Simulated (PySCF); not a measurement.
**EPR calculation, with input and output: CH7NOSi2**

- system: CH7NOSi2, multiplicity 3, SMILES CO[Si]N[SiH3]
- method: UKS B3LYP, IGLO-III on C N O Si, pcH-1 on H, non-relativistic, mean-field spin-orbit, GIAO (PySCF 2.14.0)

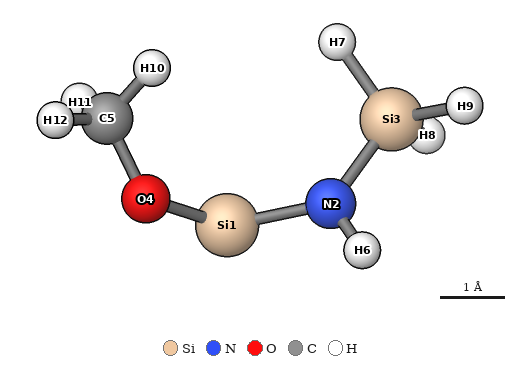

**Figure 1.** The input geometry (ball-and-stick view, seen at an oblique angle; atoms are numbered from 1 in the order of the input). Bond lengths as drawn: C–H 1.10 Å, C–O 1.41 Å, H–N 1.02 Å, H–Si 1.49 to 1.50 Å, N–Si 1.74 to 1.75 Å and O–Si 1.68 Å.

Results in brief:

| quantity | value |
| --- | --- |
| outcome | converged |
| total energy | −751.375702 hartree |
| ⟨S²⟩ | 2.003 |
| isotropic g | 2.0012 |
| hardware | 1 CPU thread, shared host |
| wall time | 67 s |
| peak memory | 1 GiB |

The input:
```
{"job": {"kind": "epr"}, "charge": 0, "multiplicity": 3}
Si     0.428536    -0.954826     1.060681
N     -1.117003    -1.015795     0.260876
Si    -2.200625     0.352878     0.110213
O      1.837688    -0.886089     0.156665
C      2.409438     0.300239    -0.339475
H     -1.507404    -1.938082     0.076120
H     -1.398367     1.554022    -0.263680
H     -2.953966     0.662954     1.365305
H     -3.196737     0.038714    -0.960511
H      1.731073     0.822504    -1.036896
H      2.676316     1.000553     0.470753
H      3.329266     0.035285    -0.882999
```

The first line tells a small driver script what to run in PySCF; the rest is the geometry in Å.

Launched with:
```bash
OMP_NUM_THREADS=1 python <driver script> task.json out
```

Log:
```
UKS, coarse grid
  cycle   1  E = -751.24786066  |g| = 5.88e-01
  cycle   2  E = -750.77787846  |g| = 1.21e+00
  cycle   3  E = -751.36475967  |g| = 1.61e-01
  cycle   4  E = -751.37102162  |g| = 1.05e-01
  cycle   5  E = -751.37553534  |g| = 1.57e-02
  cycle   6  E = -751.37566044  |g| = 3.74e-03
  cycle   7  E = -751.37567138  |g| = 1.36e-03
  cycle   8  E = -751.37567232  |g| = 5.41e-04
UKS, final grid
  cycle   1  E = -751.37570187  |g| = 7.54e-04
  cycle   2  E = -751.37570134  |g| = 1.48e-03
  cycle   3  E = -751.37570213  |g| = 1.10e-04
  cycle   4  E = -751.37570213  |g| = 4.08e-05
  cycle   5  E = -751.37570214  |g| = 3.89e-05
  cycle   6  E = -751.37570214  |g| = 6.98e-06
E = -751.37570214 Eh   <S^2> = 2.0027 (exact 2.0000)
g shifts (ppm)      1          2          3
  rmc          -168       -168       -168
  gc             45         15         40
  oz_so       -2373       -749        134
  total       -2496       -902          7
hyperfine (MHz)  atom isotope    a_iso     a_fc   dipolar eigenvalues
    0  29Si    -686.80    -688.15    -82.38     10.16     72.22
    1   14N      22.77      22.77     -4.58     -3.43      8.01
    2  29Si     -27.12     -27.13     -2.70      1.18      1.52
    3   17O     -49.87     -49.83    -21.93      8.07     13.85
    4   13C      23.57      23.57     -1.84     -1.64      3.48
    5    1H      30.30      30.29     -7.33     -2.14      9.47
    6    1H       1.98       1.98     -2.26     -1.01      3.27
    7    1H      -0.54      -0.54     -1.56     -1.12      2.68
    8    1H      12.83      12.84     -1.21     -0.78      1.99
    9    1H      -0.04      -0.04     -2.64     -1.29      3.93
   10    1H       0.91       0.91     -3.03     -1.51      4.54
   11    1H       4.26       4.26     -2.10     -1.21      3.31
zero-field splitting (cm-1)  D = -0.2511  E = -0.0632  (spin-spin -0.1818, spin-orbit -0.3767)
```

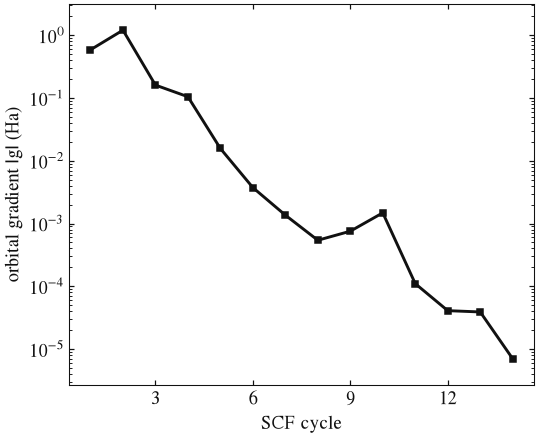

**Figure 2.** Convergence of the self-consistent field: orbital gradient |g| against the SCF cycle. All cycles printed in the log are drawn one after another.
